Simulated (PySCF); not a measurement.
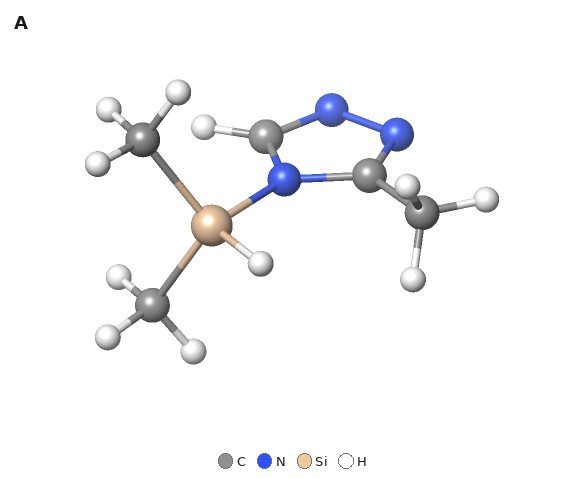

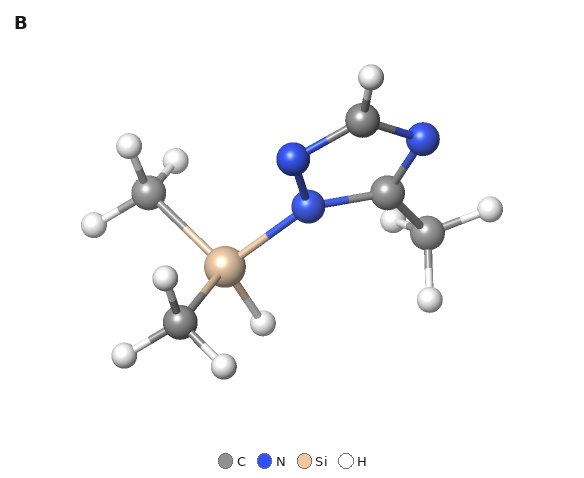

2 stationary structures of one formula. Geometries: GFN2-xTB. Electronic energies: PBE0/pcSseg-1 (PySCF 2.14.0), without zero-point energy. No frequency run is at hand to confirm each as a minimum. Each is one conformer, not always the lowest.

How are they related?

Answer. They are constitutional isomers of C5H11N3Si: A `Cc1nncn1[SiH](C)C`, B `Cc1ncnn1[SiH](C)C`.

Which is lowest in energy, and by how much?

Answer. B is lowest; A lies 0.355 eV above it.

The geometry is semi-empirical. Around Si such bond lengths and angles can be off by a tenth of an ångström or more and by several degrees, and values that hang on the shape move with them.
